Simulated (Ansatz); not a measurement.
# AlGa2H: the cost of one run

Program: Ansatz 0.2.0, Gaussian basis. Level of theory: cc-pVTZ, core rule «outside noble gas», up to 33 orbitals frozen. These are calculated values, not measurements.

Plan: UHF; CCSD(T) on RHF; CCSD(T) on UHF; BCCD(T) on RHF; CCSDT(Q) on RHF; CCSDT(Q) on UHF.

4 further runs of the same task are left out: 4 set aside as unsound or not needed. Runs told in other sessions of the task aren't counted.

### Step 1. The system

The geometry is a PBE0/def2-TZVP stationary point (not a proven minimum) of the parent state, kept for this charge and spin. No spin-orbit coupling is included. The filled d shell of Ga may be among the frozen orbitals whatever the setting's name suggests.

4 atoms, charge 0, spin multiplicity 1.

Atoms are counted from 1 here; the program's logs count them from 0.

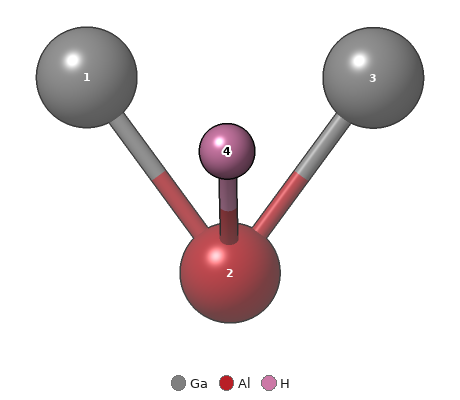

The structure; gallium grey, aluminium red, hydrogen pink; atoms are numbered from 1 in the order of the file.

### Step 2. UHF

Input file in.yaml:

```yaml
crystal:
  periodic: [false, false, false]
  atoms:
    - {symbol: Ga, position_ang: [-0.004403, 0.336351, 1.508986]}
    - {symbol: Al, position_ang: [-0.022649, -1.725034, 0.000000]}
    - {symbol: Ga, position_ang: [-0.004403, 0.336351, -1.508986]}
    - {symbol: H, position_ang: [1.215461, -0.355847, 0.000000]}
basis:
  gaussian: {orbitals: cc-pVTZ}
magnetization: {spin_polarized: true, initial_magnetization: 0}
hamiltonian: {xc: hf}
output: {orbitals: {seedname: orbitals}}
```

The run is started by

```bash
$ ansatz run in.yaml --threads 1 --pin off --events-out ev --progress --plain --max-ram 4096MiB --backend cpu
```

What time and memory should one allow on 1 thread of AMD EPYC 7R13, shared host?

About 47 s, with a peak of 0.4 GiB.
